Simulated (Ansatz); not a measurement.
Consider As6 (charge +1, doublet).

Input

```
crystal:
  periodic: [false, false, false]
  atoms:
    - {symbol: As, position_ang: [-2.379473, -0.230539, 0.223703]}
    - {symbol: As, position_ang: [1.564445, 0.274013, -1.015905]}
    - {symbol: As, position_ang: [-0.828152, 1.490785, -0.448742]}
    - {symbol: As, position_ang: [1.217310, -1.292744, 0.875793]}
    - {symbol: As, position_ang: [1.010218, 1.183083, 1.224661]}
    - {symbol: As, position_ang: [-0.584337, -1.424598, -0.859500]}
basis:
  gaussian: {orbitals: def2-SVP, initial_orbitals: start.molden}
total_charge: 1
magnetization: {spin_polarized: true, initial_magnetization: 1}
hamiltonian: {xc: pbe0, dispersion: d4}
scf: {omitted_lower_state_checks: [starts]}
output: {orbitals: {seedname: orbitals}}
```

Launched as:

```sh
ansatz run in.yaml --threads 4 --pin off --events-out ev --progress --plain --max-ram 4787MiB
```

Geometry: PBE-D4/def2-SVP.

All numbers below come from UKS PBE0-D4/def2-SVP in Ansatz 0.2.0.

Q: Predict the electron density, electron localisation function and spin density between the atoms.

A: As–As (2.50 Å): ρ is about 0.52 e/Å³ halfway; the ELF peaks at about 0.75 between the atoms.
The unpaired spin (1 electron) lies mostly on As1 (about 0.8), As4 (about 0.1) and As5 (about 0.1), in electrons by Hirshfeld's partition.

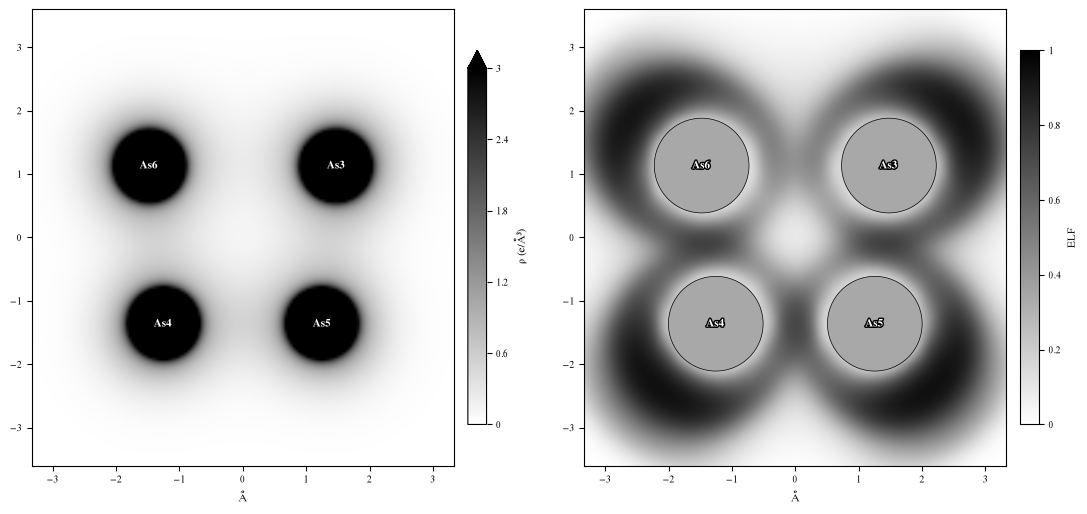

Computed electron density and electron localisation function on the plane of atoms As3, As5 and As4, in this order. Grey discs cover the atomic cores in the ELF map. 
